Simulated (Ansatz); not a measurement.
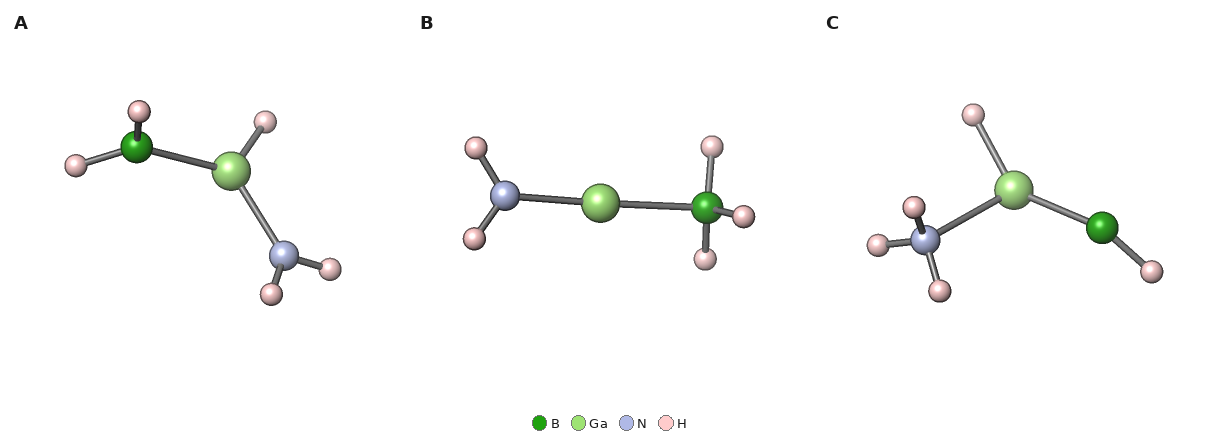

3 stationary structures of one formula. Geometries: PBE0-D4/def2-TZVP. Electronic energies: RHF-CCSD(T) (frozen core)/def2-TZVPP (Ansatz 0.2.0), without zero-point energy. No frequency run is at hand to confirm each as a minimum. Each is one conformer, not always the lowest.

### Which structure is the most stable?

B is lowest; A lies 0.597 eV above it (Cs), C lies 2.633 eV above it (C1).
